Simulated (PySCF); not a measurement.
**B²⁺: dipole response in def2-QZVPPD**

How polarisable is B²⁺ at the levels listed below?

Method: unrestricted determinants in a Gaussian basis, no spin-orbit coupling in the energies. Code: PySCF 2.14.0.

### Step 1. What is computed

- Element: boron (Z = 5)
- Basis: def2-QZVPPD (8s4p4d2f1g, 63 functions)
- Hamiltonian: the non-relativistic Hamiltonian (point nucleus)
- State 1: B²⁺: [He] 2s1, 2S determinant
- Methods: UHF, PBE, PBE0, M06, TPSSh

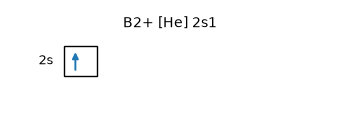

Outer shells as boxes.

The runs were made by one driver on top of PySCF. The scripts below sum up each run's settings (the driver also hands on starting orbitals that pick excited configurations, and frozen orbitals as a list rather than a count), and the logs come from the driver's own runs. The driver starts from symmetry-adapted Hartree-Fock orbitals, holds the occupation by maximum overlap and uses a logarithmic radial grid for functionals, so a plain start would take other cycles.

The integrals over 63 functions and the set-up took 0.18 s of CPU time.

### Step 2. B²⁺, method by method

UHF:

input.py

```python
from pyscf import gto, scf, dft, mp, cc
import basis_set_exchange as bse
mol = gto.M(atom="B 0 0 0", charge=2, spin=1, symmetry="D2h",
            basis=gto.basis.parse(bse.get_basis("def2-QZVPPD", elements=["B"], fmt="nwchem")))
mf = scf.UHF(mol)
mf.irrep_nelec = {'Ag': (2, 1)}
mf.kernel()
```

What it wrote:

```text
damping factor = 0
level_shift factor = 0
DIIS = <class 'pyscf.scf.diis.CDIIS'>
diis_start_cycle = 1
diis_space = 10
diis_damp = 0
SCF conv_tol = 1e-09
SCF conv_tol_grad = None
number electrons alpha = 2  beta = 1
cycle= 1 E= -23.3760166932095  delta_E= -4.48e-13  |g|= 2.09e-07  |ddm|= 3.15e-06
converged SCF energy = -23.3760166932095  <S^2> = 0.75001728  2S+1 = 2.0000173
```

CPU time 0.85 s on a shared host, the integrals not counted.

Orbital energies by shell (radii are means over both spins):

```csv
shell,electrons,mean orbital energy (eV),spread (eV),rms radius (bohr)
1s α,1,-240.54,0,0.377
1s β,1,-238.80,0,0.377
2s α,1,-37.823,0,1.77
```

⟨S²⟩ = 0.750, ⟨L²⟩ = 0.00.

The driver then solved the coupled dipole response at imaginary frequencies: mean α = 7.931 bohr³, C₆ = 11.13 au for a like pair.

PBE:

Changes to input.py:

```diff
@@ -4,3 +4,3 @@
             basis=gto.basis.parse(bse.get_basis("def2-QZVPPD", elements=["B"], fmt="nwchem")))
-mf = scf.UHF(mol)
+mf = dft.UKS(mol, xc="PBE")
 mf.irrep_nelec = {'Ag': (2, 1)}
```

What it wrote:

```text
damping factor = 0
level_shift factor = 0
DIIS = <class 'pyscf.scf.diis.CDIIS'>
diis_start_cycle = 1
diis_space = 10
diis_damp = 0
SCF conv_tol = 1e-09
SCF conv_tol_grad = None
number electrons alpha = 2  beta = 1
XC functionals = PBE
    J. P. Perdew, K. Burke, and M. Ernzerhof.,  Phys. Rev. Lett. 77, 3865 (1996)
    J. P. Perdew, K. Burke, and M. Ernzerhof.,  Phys. Rev. Lett. 78, 1396 (1997)
    J. P. Perdew, K. Burke, and M. Ernzerhof.,  Phys. Rev. Lett. 77, 3865 (1996)
    J. P. Perdew, K. Burke, and M. Ernzerhof.,  Phys. Rev. Lett. 78, 1396 (1997)
cycle= 1 E= -23.3890930488034  delta_E= -0.00199  |g|= 0.00805  |ddm|= 0.0839
cycle= 2 E= -23.3890966680337  delta_E= -3.62e-06  |g|= 0.00102  |ddm|= 0.0023
cycle= 3 E= -23.3890967325781  delta_E= -6.45e-08  |g|= 1.24e-05  |ddm|= 0.000169
cycle= 4 E= -23.3890967325959  delta_E= -1.77e-11  |g|= 4.83e-07  |ddm|= 1.01e-05
converged SCF energy = -23.3890967325959  <S^2> = 0.75000051  2S+1 = 2.0000005
```

CPU time 0.45 s on a shared host, the integrals not counted.

The driver then solved the coupled dipole response at imaginary frequencies: mean α = 6.959 bohr³, C₆ = 9.223 au for a like pair.

PBE0:

Changes to input.py:

```diff
@@ -4,3 +4,3 @@
             basis=gto.basis.parse(bse.get_basis("def2-QZVPPD", elements=["B"], fmt="nwchem")))
-mf = dft.UKS(mol, xc="PBE")
+mf = dft.UKS(mol, xc="PBE0")
 mf.irrep_nelec = {'Ag': (2, 1)}
```

What it wrote:

```text
damping factor = 0
level_shift factor = 0
DIIS = <class 'pyscf.scf.diis.CDIIS'>
diis_start_cycle = 1
diis_space = 10
diis_damp = 0
SCF conv_tol = 1e-09
SCF conv_tol_grad = None
number electrons alpha = 2  beta = 1
XC functionals = PBE0
    C. Adamo and V. Barone.,  J. Chem. Phys. 110, 6158 (1999)
    M. Ernzerhof and G. E. Scuseria.,  J. Chem. Phys. 110, 5029 (1999)
cycle= 1 E= -23.3993123104066  delta_E= -0.00107  |g|= 0.0051  |ddm|= 0.0654
cycle= 2 E= -23.3993140086924  delta_E= -1.7e-06  |g|= 0.000314  |ddm|= 0.0035
cycle= 3 E= -23.3993140194562  delta_E= -1.08e-08  |g|= 1.89e-05  |ddm|= 0.000242
cycle= 4 E= -23.3993140195706  delta_E= -1.14e-10  |g|= 1.35e-06  |ddm|= 3.53e-05
converged SCF energy = -23.3993140195706  <S^2> = 0.75000197  2S+1 = 2.000002
```

CPU time 1 s on a shared host, the integrals not counted.

The driver then solved the coupled dipole response at imaginary frequencies: mean α = 7.179 bohr³, C₆ = 9.646 au for a like pair.

M06:

Changes to input.py:

```diff
@@ -4,3 +4,3 @@
             basis=gto.basis.parse(bse.get_basis("def2-QZVPPD", elements=["B"], fmt="nwchem")))
-mf = dft.UKS(mol, xc="PBE0")
+mf = dft.UKS(mol, xc="M06")
 mf.irrep_nelec = {'Ag': (2, 1)}
```

What it wrote:

```text
damping factor = 0
level_shift factor = 0
DIIS = <class 'pyscf.scf.diis.CDIIS'>
diis_start_cycle = 1
diis_space = 10
diis_damp = 0
SCF conv_tol = 1e-09
SCF conv_tol_grad = None
number electrons alpha = 2  beta = 1
XC functionals = M06
    Y. Zhao and D. G. Truhlar.,  Theor. Chem. Acc. 120, 215 (2008)
    Y. Zhao and D. G. Truhlar.,  Theor. Chem. Acc. 120, 215 (2008)
cycle= 1 E= -23.4330102689588  delta_E= -0.00136  |g|= 0.0127  |ddm|= 0.076
cycle= 2 E= -23.4330150682779  delta_E= -4.8e-06  |g|= 0.000575  |ddm|= 0.00553
cycle= 3 E= -23.4330151023791  delta_E= -3.41e-08  |g|= 3.44e-05  |ddm|= 0.000741
cycle= 4 E= -23.4330151025363  delta_E= -1.57e-10  |g|= 3.1e-06  |ddm|= 4.08e-05
converged SCF energy = -23.4330151025363  <S^2> = 0.75001225  2S+1 = 2.0000122
```

CPU time 1.9 s on a shared host, the integrals not counted.

The driver then solved the coupled dipole response at imaginary frequencies: mean α = 6.349 bohr³, C₆ = 7.712 au for a like pair.

TPSSh:

Changes to input.py:

```diff
@@ -4,3 +4,3 @@
             basis=gto.basis.parse(bse.get_basis("def2-QZVPPD", elements=["B"], fmt="nwchem")))
-mf = dft.UKS(mol, xc="M06")
+mf = dft.UKS(mol, xc="TPSSH")
 mf.irrep_nelec = {'Ag': (2, 1)}
```

What it wrote:

```text
damping factor = 0
level_shift factor = 0
DIIS = <class 'pyscf.scf.diis.CDIIS'>
diis_start_cycle = 1
diis_space = 10
diis_damp = 0
SCF conv_tol = 1e-09
SCF conv_tol_grad = None
number electrons alpha = 2  beta = 1
XC functionals = TPSSH
    V. N. Staroverov, G. E. Scuseria, J. Tao, and J. P. Perdew.,  J. Chem. Phys. 119, 12129 (2003)
cycle= 1 E= -23.4395628176166  delta_E= -0.000607  |g|= 0.00261  |ddm|= 0.0797
cycle= 2 E= -23.4395637295955  delta_E= -9.12e-07  |g|= 0.000138  |ddm|= 0.00512
cycle= 3 E= -23.4395637333978  delta_E= -3.8e-09  |g|= 1.06e-05  |ddm|= 0.000339
cycle= 4 E= -23.4395637334172  delta_E= -1.93e-11  |g|= 5.2e-07  |ddm|= 2.46e-05
converged SCF energy = -23.4395637334172  <S^2> = 0.7500075  2S+1 = 2.0000075
```

CPU time 2 s on a shared host, the integrals not counted.

The driver then solved the coupled dipole response at imaginary frequencies: mean α = 7.204 bohr³, C₆ = 9.948 au for a like pair.

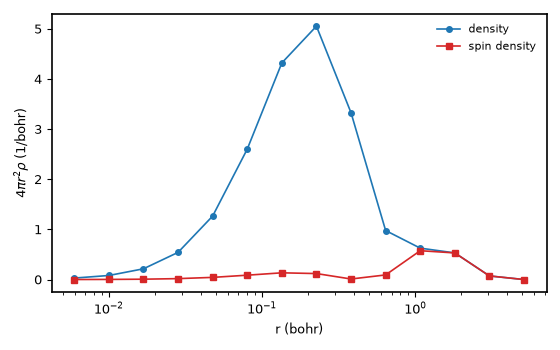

Radial density 4πr²ρ of B²⁺ at UHF, at 14 stored radii joined by straight lines.

### Step 3. Polarisabilities and C₆

B²⁺, in atomic units:

```csv
method,mean α,C₆ (like pair),S(−4)
UHF,7.931,11.13,154.9
PBE,6.959,9.223,119.0
PBE0,7.179,9.646,126.7
M06,6.349,7.712,108.3
TPSSh,7.204,9.948,120.4
```

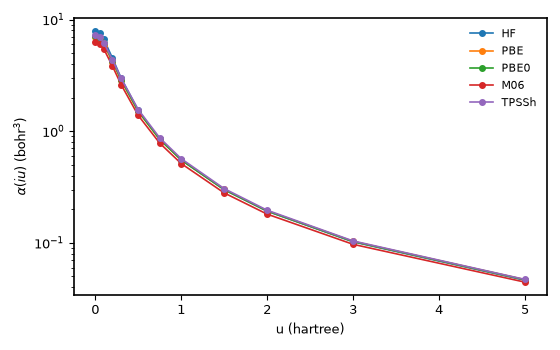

α(iu) of B²⁺, the polarisability at imaginary frequency, on a logarithmic scale.

### Step 4. What came out

| quantity | value |
| --- | --- |
| α of B²⁺ | 6.349 (M06) to 7.931 (UHF) bohr³ |

In words: A single London oscillator with the computed α and C₆ of B²⁺ at UHF would have ω = 4 C₆ / (3 α²) = 0.236 hartree. The basis is finite, and no extrapolation was made.
